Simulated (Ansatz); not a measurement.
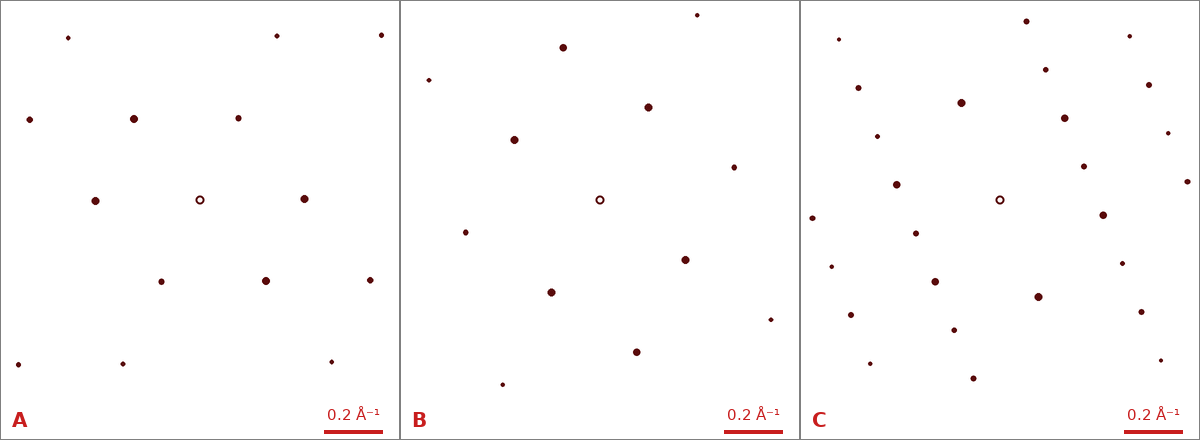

Kinematic zone-axis patterns, calculated for 200 keV electrons with B = 0.5 Å².

All three come from Tl, space group P6_3/mmc (No. 194), a = 3.65 Å, c = 5.48 Å (hexagonal axes). Structure: the input geometry of an electronic-structure calculation (not necessarily at equilibrium).

```cif
data_structure
_symmetry_space_group_name_H-M 'P6_3/mmc'
_symmetry_Int_Tables_number 194
_cell_length_a 3.6455
_cell_length_b 3.6455
_cell_length_c 5.4816
_cell_angle_alpha 90.000
_cell_angle_beta 90.000
_cell_angle_gamma 120.000
_cell_volume 63.09
loop_
_atom_site_label
_atom_site_type_symbol
_atom_site_symmetry_multiplicity
_atom_site_Wyckoff_symbol
_atom_site_fract_x
_atom_site_fract_y
_atom_site_fract_z
_atom_site_occupancy
Tl1 Tl 2 d 0.33333 0.66667 0.75000 1
```

Question: Assign the zone axes [100], [101], [211] to A, B and C.

Answer: A is [101]: centred rectangular net of 0 1 0 at d = 3.16 Å and 1 0 -1 at d = 2.74 Å, at 64.3°. B is [211]: centred rectangular net of 0 1 -1 at d = 2.74 Å and -1 1 1 at d = 2.74 Å, at 82.7°. C is [100]: rectangular net of 0 0 1 (itself extinct) at d = 5.48 Å and 0 1 0 at d = 3.16 Å, at 90.0°.
